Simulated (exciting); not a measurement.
# Core excitons at the S L₂,₃ edge of RbLuS2

Aim: the S L₂,₃ absorption edge of RbLuS2 with the electron–hole interaction treated explicitly, and what each term of the kernel does.

Main program and level: exciting sodium; X-ray absorption, core-level Bethe-Salpeter equation, exchange and statically screened direct term, Tamm-Dancoff, all-electron LAPW+lo LDA.

### 1. The structure

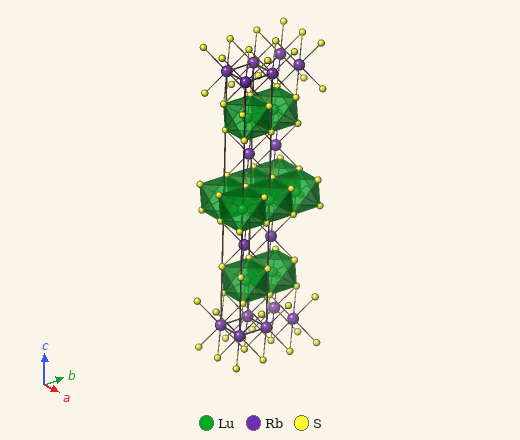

Start, viewed slightly off an axis; lutetium green, rubidium purple, sulfur yellow. 1×2×1 cells are drawn. This picture shows the conventional cell, with its axes. Some periodic images of atoms are drawn too.

Structure file:

```xyz
4
Lattice="1.9955 1.1521 7.6127 -1.9955 1.1521 7.6127 0.0000 -2.3042 7.6127" Properties=species:S:1:pos:R:3 pbc="T T T"
Lu    0.0000    0.0000   11.4190
Rb    0.0000    0.0000    0.0000
S     0.0000    0.0000   17.5784
S     0.0000    0.0000    5.2596
```

Differences between curves are given as r.m.s. difference over r.m.s. height.

### 2. Ground state

The species files are the program's own, with muffin-tin radii set in the input.

Input file input.xml:

```
<input>
  <title>RbLuS2</title>
  <structure speciespath="." autormt="false" epslat="1.0e-5">
    <crystal>
      <basevect>3.7709484810 2.1771581207 14.3858550755</basevect>
      <basevect>-3.7709484810 2.1771581207 14.3858550755</basevect>
      <basevect>0.0000000000 -4.3543162411 14.3858550755</basevect>
    </crystal>
    <species speciesfile="Lu.xml" rmt="2.300">
      <atom coord="0.5000000000 0.5000000000 0.5000000000"/>
    </species>
    <species speciesfile="Rb.xml" rmt="2.464">
      <atom coord="0.0000000000 0.0000000000 0.0000000000"/>
    </species>
    <species speciesfile="S.xml" rmt="2.300">
      <atom coord="0.7697000000 0.7697000000 0.7697000000"/>
      <atom coord="0.2303000000 0.2303000000 0.2303000000"/>
    </species>
  </structure>
  <groundstate do="fromscratch" xctype="LDA_PW" ngridk="3 3 3" rgkmax="7" gmaxvr="14" nempty="8" swidth="0.001" maxscl="100" epsengy="1e-5"/>
</input>
```

Run with:

```bash
$ OMP_NUM_THREADS=1 mpirun -n 4 exciting
```

The log of the run:

```text
EXCITING SODIUM started
********************************************************************************
* Ground-state run starting from atomic densities                              *
********************************************************************************
+ Starting initialization                                                      +
 Lattice vectors (cartesian) :
      3.7709484810      2.1771581207     14.3858550755
     -3.7709484810      2.1771581207     14.3858550755
      0.0000000000     -4.3543162411     14.3858550755
 Reciprocal lattice vectors (cartesian) :
      0.8331041035      0.4809928784      0.1455871126
     -0.8331041035      0.4809928784      0.1455871126
      0.0000000000     -0.9619857568      0.1455871126
 Unit cell volume                           :     708.6430008802
 Brillouin zone volume                      :       0.3500355089
 Species :    1 (Lu)
     parameters loaded from                 :    Lu.xml
     name                                   :    lutetium
     nuclear charge                         :     -71.00000000
     electronic charge                      :      71.00000000
     atomic mass                            :  318945.32950000
     muffin-tin radius                      :       2.30000000
     # of radial points in muffin-tin       :     600
     atomic positions (lattice) :
       1 :   0.00000000  0.00000000  0.00000000
 Species :    2 (Rb)
     parameters loaded from                 :    Rb.xml
     name                                   :    rubidium
     nuclear charge                         :     -37.00000000
     electronic charge                      :      37.00000000
     atomic mass                            :  155798.26850000
     muffin-tin radius                      :       2.46400000
     # of radial points in muffin-tin       :     400
     atomic positions (lattice) :
       1 :   0.50000000  0.50000000  0.50000000
 Species :    3 (S)
     parameters loaded from                 :    S.xml
     name                                   :    sulphur
     nuclear charge                         :     -16.00000000
     electronic charge                      :      16.00000000
     atomic mass                            :   58452.74216000
     muffin-tin radius                      :       2.30000000
     # of radial points in muffin-tin       :     300
     atomic positions (lattice) :
       1 :   0.26970000  0.26970000  0.26970000
       2 :   0.73030000  0.73030000  0.73030000
 Total number of atoms per unit cell        :       4
 Spin treatment                             :    spin-unpolarised
 Number of Bravais lattice symmetries       :      12
 Number of crystal symmetries               :      12
 k-point grid                               :       3    3    3
 Total number of k-points                   :       6
 k-point set is reduced with crystal symmetries
 R^MT_min * |G+k|_max (rgkmax)              :       7.00000000
 Species with R^MT_min                      :       1 (Lu)
 Maximum |G+k| for APW functions            :       3.04347826
 Maximum |G| for potential and density      :      14.00000000
 G-vector grid sizes                        :      72    72    72
 Total number of G-vectors                  :   32819
 Maximum angular momentum used for
     APW functions                          :       8
     computing H and O matrix elements      :       8
     potential and density                  :       8
     inner part of muffin-tin               :       2
 Total nuclear charge                       :    -140.00000000
 Total electronic charge                    :     140.00000000
 Total core charge                          :      94.00000000
 Total valence charge                       :      46.00000000
 Number of empty states                     :       8
 Total number of valence states             :      32
 Maximum Hamiltonian size                   :     385
 Maximum number of plane-waves              :     349
 Total number of local-orbitals             :      36
 Exchange-correlation type                  :       3
     Perdew-Wang, Phys. Rev. B 45, 13244 (1992)
 Smearing scheme                            :    Gaussian
 Smearing width                             :       0.00100000
 Using multisecant Broyden potential mixing
+ Ending initialization                                                        +
********************************************************************************
* Groundstate module started                                                   *
********************************************************************************
 Output level for this task is set to normal
+ Self-consistent loop started                                                 +
 Density and potential initialised from atomic data
+ SCF iteration number :    1                                                  +
 Total energy                               :    -18335.55407638
 _______________________________________________________________
 Fermi energy                               :         0.15502122
 Kinetic energy                             :     20109.55178560
 Coulomb energy                             :    -38005.49202919
 Exchange energy                            :      -426.44092754
 Correlation energy                         :       -13.17290525
 DOS at Fermi energy (states/Ha/cell)       :         0.00000000
 Electron charges :
     core                                   :        94.00000000
     core leakage                           :         0.00029967
     valence                                :        46.00000000
     interstitial                           :         6.50378233
     charge in muffin-tin spheres :
                  atom     1    Lu          :        67.99449787
                  atom     2    Rb          :        35.12238634
                  atom     3     S          :        15.18966673
                  atom     4     S          :        15.18966673
     total charge in muffin-tins            :       133.49621767
     total charge                           :       140.00000000
 Estimated fundamental gap                  :         0.12646241
        valence-band maximum at    1      0.0000  0.0000  0.0000
     conduction-band minimum at    6      0.6667  0.3333  0.3333
[... further iterations ...]
| Convergence targets achieved. Performing final SCF iteration                 +
 Total energy                               :    -18346.50651969
 _______________________________________________________________
 Fermi energy                               :         0.17132181
 Kinetic energy                             :     20100.71773940
 Coulomb energy                             :    -38007.62427574
 Exchange energy                            :      -426.43230980
 Correlation energy                         :       -13.16767355
 DOS at Fermi energy (states/Ha/cell)       :         0.00000000
 Electron charges :
     core                                   :        94.00000000
     core leakage                           :         0.00029817
     valence                                :        46.00000000
     interstitial                           :         6.90357950
     charge in muffin-tin spheres :
                  atom     1    Lu          :        68.19321817
                  atom     2    Rb          :        35.19086158
                  atom     3     S          :        14.85617038
                  atom     4     S          :        14.85617038
     total charge in muffin-tins            :       133.09642050
     total charge                           :       140.00000000
 Estimated fundamental gap                  :         0.08483809
        valence-band maximum at    1      0.0000  0.0000  0.0000
     conduction-band minimum at    6      0.6667  0.3333  0.3333
+ Self-consistent loop stopped                                                 +
 STATE.OUT is written
********************************************************************************
* Groundstate module stopped                                                   *
********************************************************************************
 Total time spent (seconds)                 :        89.67
- CAUTION! Warnings have been written in file WARNING.OUT !                    -
| EXCITING SODIUM stopped                                                      =
```

Wall time 92 s (4 MPI ranks of Intel Xeon at 2.50GHz (Skylake/Cascade Lake), shared host).

The warnings file holds hints only, no warning.

The mesh shows a gap of 2.31 eV. Core levels (Dirac, from the valence top):

```csv
atom,level,energy (eV)
S,1s1/2,-2388.8
S,2s1/2,-202.8
S,2p1/2,-149.3
S,2p3/2,-148.0
```

### 3. A richer basis for the empty states

Each species file gets more local orbitals, built from u and its energy derivative at 0.15 Ha and u at 0.9 Ha.

input.xml is that of step 2.

Input file SPECIES.xml, added lines:

```
<lo l="L">  <!-- L = 0, 1, 2, and 3 from Cs on -->
  <wf matchingOrder="0" trialEnergy="0.1500" searchE="false"/>
  <wf matchingOrder="1" trialEnergy="0.1500" searchE="false"/>
  <wf matchingOrder="0" trialEnergy="0.9000" searchE="false"/>
</lo>
```

Run with:

```bash
$ OMP_NUM_THREADS=1 mpirun -n 4 exciting
```

The log of the run:

```text
EXCITING SODIUM started
********************************************************************************
* Ground-state run starting from atomic densities                              *
********************************************************************************
+ Starting initialization                                                      +
[... lattice and species ...]
 Spin treatment                             :    spin-unpolarised
 Number of Bravais lattice symmetries       :      12
[...]
+ Self-consistent loop stopped                                                 +
 STATE.OUT is written
********************************************************************************
* Groundstate module stopped                                                   *
********************************************************************************
 Total time spent (seconds)                 :        88.88
- CAUTION! Warnings have been written in file WARNING.OUT !                    -
| EXCITING SODIUM stopped                                                      =
[key lines of the parts left out:]
Total energy                               :    -18346.50721346
Fermi energy                               :         0.17150606
```

The job ended after 90 s (4 MPI ranks).

Against the first ground state the total energy moves by -5 meV an atom and the gap by 0.00 eV.

(Part 1 of 3 ends here.)

[Banner, clock and machine lines of the logs are left out without a mark of their own.]

[Logs are printed without paths, hosts, clocks, repeated set-up lines and the standing remarks that a program may print on its own settings, such as how far it seeks lower states.]

[Hosts, paths, dates, database ids (printed as entryN), source tags and the programs' standing remarks are cut or masked in the printed files.]
